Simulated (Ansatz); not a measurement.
Pulling on the Ge3–H4 bond in BeFGeH3 (SMILES [F][Be][GeH3]) (multiplicity 1 held, fragments rigid). Energies count from the point at 1.542 Å.
Geometry at that point (charge 0, multiplicity 1):
```xyz
6

Be    -0.34700     0.98817    -0.89659
F     -0.69229     1.97146    -1.78875
Ge     0.20509    -0.58403     0.52991
H      1.10832    -1.65942    -0.10772
H      0.97519    -0.02594     1.74413
H     -1.02770    -1.32131     1.09162
```

R- and RO- levels are restricted; in cc, def2 and unpolarised 6-31G sets they are followed outwards from rest. U- levels take the lowest unrestricted solution at each point, which mixes spins at long bonds. Active spaces are followed from a long bond inwards. Levels need not reach the same state.

Correlated levels freeze the cores. Filled d and f shells under p-block atoms count as core.

Codes used: Ansatz (a program for electronic structure). 

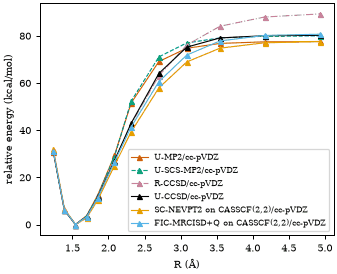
Figure. Relative energy along the coordinate

Doubts at one or more of the structures used: a spin-contaminated determinant (U-MP2/cc-pVDZ, U-SCS-MP2/cc-pVDZ, U-CCSD/cc-pVDZ); a restricted determinant that unrestricted orbitals would lower (R-CCSD/cc-pVDZ); other coupled-cluster roots lie near (R-CCSD/cc-pVDZ); T1 above 0.05 (R-CCSD/cc-pVDZ, U-CCSD/cc-pVDZ).
